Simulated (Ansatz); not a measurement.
These are PBE (plane waves to 420 eV, PAW; Ansatz, a program for electronic structure) values and carry that method's errors.

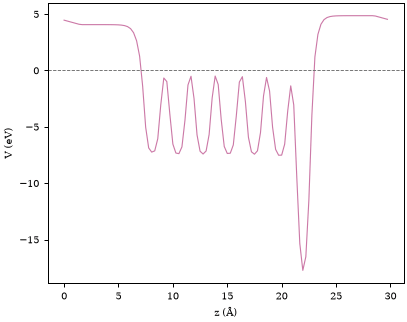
Fig. 1. Plane-averaged electrostatic potential energy along the normal, in eV from the Fermi level, for a constructed model of the (111) surface of fcc Al, a pseudomorphic layer of Au in the other hollow (bottom of the slab: a bare face, its two planes held)

Set-up: 7 atoms, 13.8 Å thick at the start with caps and adatoms (thin: gaps and levels are the slab's own); mesh 15x15x1; 0.1 eV smearing; dipole correction on; 2 atoms held, the rest relaxed; symmetry of the start imposed; no spin, no spin-orbit, no U. In PBE it lies 0.04 eV a 1x1 cell over the lowest computed structure of the same composition (a pseudomorphic layer of Au in the host's stacking).

The vacuum level lies 4.86 eV above the Fermi level over the top face and 4.06 eV above it under the bottom face.
